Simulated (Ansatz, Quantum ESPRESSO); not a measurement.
**Na3HSe (Pm-3m): third-order response**

Wanted: vibrational spectra of Na3HSe (Pm-3m) from linear and non-linear response.

Main program and level: Quantum ESPRESSO 8.0 development, patched; DFT LDA, scalar-relativistic, plane waves, PseudoDojo norm-conserving pseudopotentials.

## Step 1: The starting structure

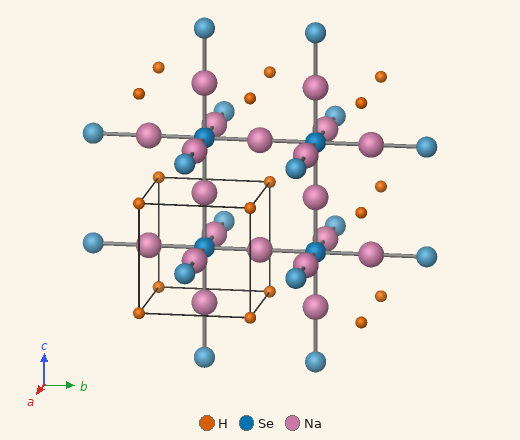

The starting structure, seen slightly off an axis (hydrogen orange, selenium blue, sodium pink). 1×2×2 cells are drawn. Some periodic images of atoms are drawn too.

As a file:

```
H Se Na
1.0
     5.70000    0.00000    0.00000
     0.00000    5.70000    0.00000
     0.00000    0.00000    5.70000
H Se Na
1 1 3
Direct
  0.00000 0.00000 0.00000
  0.50000 0.50000 0.50000
  0.50000 0.50000 0.00000
  0.50000 0.00000 0.50000
  0.00000 0.50000 0.50000
```

## Step 2: A probe with smearing

A cheap run with smearing and empty bands tells whether the crystal has a gap, which decides between fixed occupations and smearing later on.

File probe.in:

```
 &control
    calculation='scf',
    prefix='x',
    outdir='./tmp',
    pseudo_dir='./pseudo',
    tprnfor=.true.,
    tstress=.true.,
    verbosity='high',
 /
 &system
    ibrav=1,
    celldm(1)=10.77143891,
    nat=5,
    ntyp=3,
    ecutwfc=88.0,
    occupations='smearing',
    smearing='gaussian',
    degauss=0.01,
 /
 &electrons
    conv_thr=1.0d-07,
    mixing_beta=0.7,
    electron_maxstep=100,
 /
ATOMIC_SPECIES
 H       1.0080  H.upf
 Se     78.9710  Se.upf
 Na     22.9898  Na.upf
ATOMIC_POSITIONS crystal
 H      0.000000000   0.000000000   0.000000000
 Se     0.500000000   0.500000000   0.500000000
 Na     0.500000000   0.500000000   0.000000000
 Na     0.500000000   0.000000000   0.500000000
 Na     0.000000000   0.500000000   0.500000000
K_POINTS automatic
 4 4 4 0 0 0
```

Command:

```console
> OMP_NUM_THREADS=1 mpirun -n 4 pw.x -nk 4 -in probe.in > probe.out
```

The program printed:

```text
[banners, grids, parts of the stress and lines that vanish by symmetry left out]
Program PWSCF v.8.0dev
     bravais-lattice index     =            1
     lattice parameter (alat)  =      10.7714  a.u.
[...]
kinetic-energy cutoff     =      88.0000  Ry
     charge density cutoff     =     352.0000  Ry
     scf convergence threshold =      1.0E-07
[...]
Exchange-correlation= SLA-PW-NOGX-NOGC
                           (   1   4   0   0   0   0   0)
[...]
48 Sym. Ops., with inversion, found
[...]
(     0          1          0      )
                  (     0          0          1      )
[...]
(  0.0000000  1.0000000  0.0000000 )
                  (  0.0000000  0.0000000  1.0000000 )
[...]
(     0         -1          0      )
                  (     0          0          1      )
[...]
( -1.0000000  0.0000000  0.0000000 )
                  (  0.0000000  1.0000000  0.0000000 )
[...]
number of k points=    10  Gaussian smearing, width (Ry)=  0.0100
[...]
End of self-consistent calculation
[...]
the Fermi energy is     0.8035 ev
!    total energy              =    -517.30565170 Ry
[...]
convergence has been achieved in   7 iterations
[...]
atom    1 type  1   force =     0.00000000    0.00000000    0.00000000
     atom    2 type  2   force =     0.00000000    0.00000000    0.00000000
     atom    3 type  3   force =     0.00000000    0.00000000    0.00000000
     atom    4 type  3   force =     0.00000000    0.00000000    0.00000000
     atom    5 type  3   force =     0.00000000    0.00000000    0.00000000
[...]
Total force =     0.000000     Total SCF correction =     0.000000
[...]
total   stress  (Ry/bohr**3)                   (kbar)     P=      -24.61
[...]
XML data file, charge density, pseudopotentials, collected wavefunctions

   JOB DONE.
```

The job ended after 17 s (4 MPI ranks of Intel Xeon 6975P-C (Granite Rapids), shared host).

This step gave:

- volume per atom: 37.04 Å³
- pressure: -2.461 GPa
- gap on the k-mesh: 1.341 eV

A gap of 1.3 eV opens on this mesh, so the crystal is taken as an insulator; the start stands at -2.5 GPa.

## Step 3: Relaxing the cell and atoms

The relaxation runs at a cutoff a fifth above that of the response, since stress converges more slowly with the basis than frequencies do. Forces and stress are brought to rest with tight thresholds.

File relax.in:

```
 &control
    calculation='vc-relax',
    prefix='x',
    outdir='./tmp',
    pseudo_dir='./pseudo',
    tprnfor=.true.,
    tstress=.true.,
    forc_conv_thr=2.0d-05,
    etot_conv_thr=1.0d-07,
    nstep=40,
 /
 &system
    ibrav=1,
    celldm(1)=10.77143891,
    nat=5,
    ntyp=3,
    ecutwfc=106,
    occupations='fixed',
    nbnd=24,
 /
 &electrons
    conv_thr=1.0d-11,
    mixing_beta=0.7,
    electron_maxstep=100,
 /
 &ions
 /
 &cell
    press_conv_thr=0.2,
 /
ATOMIC_SPECIES
 H       1.0080  H.upf
 Se     78.9710  Se.upf
 Na     22.9898  Na.upf
ATOMIC_POSITIONS crystal
 H      0.000000000   0.000000000   0.000000000
 Se     0.500000000   0.500000000   0.500000000
 Na     0.500000000   0.500000000   0.000000000
 Na     0.500000000   0.000000000   0.500000000
 Na     0.000000000   0.500000000   0.500000000
K_POINTS automatic
 4 4 4 0 0 0
```

Command:

```console
> OMP_NUM_THREADS=1 mpirun -n 4 pw.x -nk 4 -in relax.in > relax.out
```

The program printed:

```text
[banners, grids, parts of the stress and lines that vanish by symmetry left out]
[banner, memory and clock lines left out]
Program PWSCF v.8.0dev

[...]
kinetic-energy cutoff     =     106.0000  Ry
     charge density cutoff     =     424.0000  Ry
     scf convergence threshold =      1.0E-11
[...]
energy convergence thresh.=      1.0E-07
     force convergence thresh. =      2.0E-05
     press convergence thresh. =      2.0E-01
     Exchange-correlation= SLA-PW-NOGX-NOGC
                           (   1   4   0   0   0   0   0)
[...]
48 Sym. Ops., with inversion, found
[...]
number of k points=    10
[...]
End of self-consistent calculation
[...]
highest occupied, lowest unoccupied level (ev):     0.1345    1.4757
!    total energy              =    -517.30575209 Ry
[...]
convergence has been achieved in  11 iterations
[...]
atom    1 type  1   force =     0.00000000    0.00000000    0.00000000
     atom    2 type  2   force =     0.00000000    0.00000000    0.00000000
     atom    3 type  3   force =     0.00000000    0.00000000    0.00000000
     atom    4 type  3   force =     0.00000000    0.00000000    0.00000000
     atom    5 type  3   force =     0.00000000    0.00000000    0.00000000
     Total force =     0.000000     Total SCF correction =     0.000000
[...]
total   stress  (Ry/bohr**3)                   (kbar)     P=      -24.50
[...]
number of bfgs steps    =   0
[...]
CELL_PARAMETERS (alat= 10.77143891)
[...]
ATOMIC_POSITIONS (crystal)
H                0.0000000000        0.0000000000        0.0000000000
Se               0.5000000000        0.5000000000        0.5000000000
Na               0.5000000000        0.5000000000        0.0000000000
Na               0.5000000000        0.0000000000        0.5000000000
[...]
New effective cutoffs (rho, wfc):  427.52  106.88
[...]
End of self-consistent calculation
[...]
highest occupied, lowest unoccupied level (ev):     0.1739    1.5363
!    total energy              =    -517.30829729 Ry
[...]
convergence has been achieved in   8 iterations
[...]
atom    1 type  1   force =     0.00000000    0.00000000    0.00000000
     atom    2 type  2   force =     0.00000000    0.00000000    0.00000000
     atom    3 type  3   force =     0.00000000    0.00000000    0.00000000
     atom    4 type  3   force =     0.00000000    0.00000000    0.00000000
     atom    5 type  3   force =     0.00000000    0.00000000    0.00000000
     Total force =     0.000000     Total SCF correction =     0.000000
[...]
total   stress  (Ry/bohr**3)                   (kbar)     P=      -23.67
[...]
number of bfgs steps    =   1
[...]
WARNING: bfgs curvature condition failed, Theta= 0.835
[...]
CELL_PARAMETERS (alat= 10.77143891)
[...]
ATOMIC_POSITIONS (crystal)
[...]
New effective cutoffs (rho, wfc):  432.93  108.23
[...]
End of self-consistent calculation
[...]
highest occupied, lowest unoccupied level (ev):     0.2344    1.6290
!    total energy              =    -517.31190578 Ry
[...]
convergence has been achieved in  10 iterations
[...]
atom    1 type  1   force =     0.00000000    0.00000000    0.00000000
     atom    2 type  2   force =     0.00000000    0.00000000    0.00000000
     atom    3 type  3   force =     0.00000000    0.00000000    0.00000000
[...]
total   stress  (Ry/bohr**3)                   (kbar)     P=       -7.32
[...]
number of bfgs steps    =   5
[...]
highest occupied, lowest unoccupied level (ev):     0.9293    2.6769
!    total energy              =    -517.32983863 Ry
[...]
convergence has been achieved in  11 iterations
[...]
Total force =     0.000000     Total SCF correction =     0.000000
[...]
total   stress  (Ry/bohr**3)                   (kbar)     P=        1.66
[...]
number of bfgs steps    =   6
[...]
highest occupied, lowest unoccupied level (ev):     0.8902    2.6187
!    total energy              =    -517.32988959 Ry
[...]
convergence has been achieved in  10 iterations
[...]
Total force =     0.000000     Total SCF correction =     0.000000
[...]
total   stress  (Ry/bohr**3)                   (kbar)     P=       -0.12
[...]
number of bfgs steps    =   7
[...]
New effective cutoffs (rho, wfc):  489.11  122.28
[...]
highest occupied, lowest unoccupied level (ev):     0.8929    2.6226
!    total energy              =    -517.32988986 Ry
[...]
convergence has been achieved in   7 iterations
[...]
Total force =     0.000000     Total SCF correction =     0.000000
[...]
total   stress  (Ry/bohr**3)                   (kbar)     P=       -0.00
[...]
number of bfgs steps    =   8
[...]
small trust_radius: resetting bfgs history
[...]
CELL_PARAMETERS (alat= 10.77143891)
[...]
ATOMIC_POSITIONS (crystal)
[...]
New effective cutoffs (rho, wfc):  489.11  122.28
[...]
End of self-consistent calculation
[...]
highest occupied, lowest unoccupied level (ev):     0.8929    2.6226
!    total energy              =    -517.32988986 Ry
[...]
convergence has been achieved in   3 iterations
[...]
atom    3 type  3   force =     0.00000000    0.00000000    0.00000000
     atom    4 type  3   force =     0.00000000    0.00000000    0.00000000
     atom    5 type  3   force =     0.00000000    0.00000000    0.00000000
     Total force =     0.000000     Total SCF correction =     0.000000
[...]
total   stress  (Ry/bohr**3)                   (kbar)     P=       -0.00
[...]
bfgs converged in  10 scf cycles and   9 bfgs steps
[...]
End of BFGS Geometry Optimization
     Final enthalpy           =    -517.3298898640 Ry
     File ./tmp/x.bfgs deleted, as requested
[...]
CELL_PARAMETERS (alat= 10.77143891)
[...]
ATOMIC_POSITIONS (crystal)
[...]
Na               0.5000000000        0.0000000000        0.5000000000
Na               0.0000000000        0.5000000000        0.5000000000
[...]
Final scf calculation at the relaxed structure.
[...]
kinetic-energy cutoff     =     106.0000  Ry
     charge density cutoff     =     424.0000  Ry
     scf convergence threshold =      1.0E-13
[...]
press convergence thresh. =      2.0E-01
     Exchange-correlation= SLA-PW-NOGX-NOGC
                           (   1   4   0   0   0   0   0)
[...]
48 Sym. Ops., with inversion, found
[...]
number of k points=    10
[...]
End of self-consistent calculation
[...]
highest occupied, lowest unoccupied level (ev):     0.8929    2.6226
!    total energy              =    -517.32983467 Ry
[...]
convergence has been achieved in  12 iterations
[...]
atom    1 type  1   force =     0.00000000    0.00000000    0.00000000
     atom    2 type  2   force =     0.00000000    0.00000000    0.00000000
     atom    3 type  3   force =     0.00000000    0.00000000    0.00000000
     atom    4 type  3   force =     0.00000000    0.00000000    0.00000000
     atom    5 type  3   force =     0.00000000    0.00000000    0.00000000
     Total force =     0.000000     Total SCF correction =     0.000000
[...]
total   stress  (Ry/bohr**3)                   (kbar)     P=        0.02
[...]
XML data file, charge density, pseudopotentials, collected wavefunctions
```

Elapsed: 3.5 min, on 4 MPI ranks.

Step by step:

| step | energy less that of the first step (eV) | largest force (eV/Å) | pressure (GPa) | volume (Å³) |
| --- | --- | --- | --- | --- |
| 1 | 0.0000 | 0.0000 | -2.45 | 185.19 |
| 2 | -0.0346 | 0.0000 | -2.37 | 182.89 |
| 3 | -0.0837 | 0.0000 | -2.23 | 179.47 |
| 4 | -0.1505 | 0.0000 | -2.00 | 174.42 |
| 5 | -0.2333 | 0.0000 | -1.57 | 167.03 |
| 6 | -0.3121 | 0.0000 | -0.73 | 156.34 |
| 7 | -0.3277 | 0.0000 | 0.17 | 148.10 |
| 8 | -0.3284 | 0.0000 | -0.01 | 149.55 |
| 9 | -0.3284 | 0.0000 | 0.00 | 149.45 |
| 10 | -0.3284 | 0.0000 | 0.00 | 149.45 |
| 11 | -0.3277 | 0.0000 | 0.00 | 149.45 |

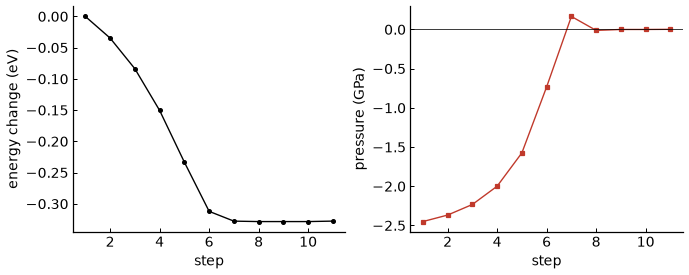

Energy and pressure along the relaxation.

| conventional cell, symmetrised | before | after | change |
| --- | --- | --- | --- |
| a (Å) | 5.700 | 5.307 | -6.9 % |
| b (Å) | 5.700 | 5.307 | -6.9 % |
| c (Å) | 5.700 | 5.307 | -6.9 % |
| volume (Å³/atom) | 37.04 | 29.89 | -19.3 % |

Final coordinates:

```
H Se Na
1.0
     5.30684    0.00000    0.00000
     0.00000    5.30684    0.00000
     0.00000    0.00000    5.30684
H Se Na
1 1 3
Direct
  0.00000 0.00000 0.00000
  0.50000 0.50000 0.50000
  0.50000 0.50000 0.00000
  0.50000 0.00000 0.50000
  0.00000 0.50000 0.50000
```

The last row of the table of steps is pw.x's closing run on a basis chosen anew for the final cell, so its energy can jump.

This step gave:

- volume per atom: 29.89 Å³
- pressure: 0.002 GPa
- gap on the k-mesh: 1.730 eV

The volume changes by -19.3 % from the cell with which this run began.

## Step 4: Self-consistent run for the response

The response is built on this ground state, so it is converged far tighter than an energy would need. With a gap, occupations are fixed, which also allows the response to an electric field.

File scf.in:

```
 &control
    calculation='scf',
    prefix='x',
    outdir='./tmp',
    pseudo_dir='./pseudo',
    tprnfor=.true.,
    tstress=.true.,
 /
 &system
    ibrav=1,
    celldm(1)=10.02847389,
    nat=5,
    ntyp=3,
    ecutwfc=88.0,
    occupations='fixed',
    nbnd=24,
 /
 &electrons
    conv_thr=1.0d-12,
    mixing_beta=0.7,
    electron_maxstep=100,
 /
ATOMIC_SPECIES
 H       1.0080  H.upf
 Se     78.9710  Se.upf
 Na     22.9898  Na.upf
ATOMIC_POSITIONS crystal
 H      0.000000000   0.000000000   0.000000000
 Se     0.500000000   0.500000000   0.500000000
 Na     0.500000000   0.500000000   0.000000000
 Na     0.500000000   0.000000000   0.500000000
 Na     0.000000000   0.500000000   0.500000000
K_POINTS automatic
 4 4 4 0 0 0
```

Command:

```console
> OMP_NUM_THREADS=1 mpirun -n 4 pw.x -nk 4 -in scf.in > scf.out
```

The program printed:

```text
[banners, grids, parts of the stress and lines that vanish by symmetry left out]
[banner, memory and clock lines left out]
Program PWSCF v.8.0dev

[...]
kinetic-energy cutoff     =      88.0000  Ry
     charge density cutoff     =     352.0000  Ry
     scf convergence threshold =      1.0E-12
[...]
Exchange-correlation= SLA-PW-NOGX-NOGC
                           (   1   4   0   0   0   0   0)
[...]
48 Sym. Ops., with inversion, found
[...]
number of k points=    10
[...]
End of self-consistent calculation
[...]
highest occupied, lowest unoccupied level (ev):     0.8929    2.6227
!    total energy              =    -517.32973893 Ry
[...]
convergence has been achieved in  12 iterations
[...]
atom    1 type  1   force =     0.00000000    0.00000000    0.00000000
     atom    2 type  2   force =     0.00000000    0.00000000    0.00000000
     atom    3 type  3   force =     0.00000000    0.00000000    0.00000000
     atom    4 type  3   force =     0.00000000    0.00000000    0.00000000
     atom    5 type  3   force =     0.00000000    0.00000000    0.00000000
     Total force =     0.000000     Total SCF correction =     0.000000
[...]
total   stress  (Ry/bohr**3)                   (kbar)     P=        0.03
[...]
XML data file, charge density, pseudopotentials, collected wavefunctions
```

It took 16 s on 4 MPI ranks.

Read from the output:

| Item | Value |
| --- | --- |
| pressure | 0.003000 GPa |

The cell stands at 0.0030 GPa, close enough for phonons.

(Part 1 of 3 ends here.)

[Host names and launcher messages were left out of these logs when they were recorded.]

[Logs are printed without paths, hosts, clocks, repeated set-up lines and the standing remarks that a program may print on its own settings, such as how far it seeks lower states.]

[Hosts, paths, dates, database ids (printed as entryN), source tags and the programs' standing remarks are cut or masked in the printed files.]
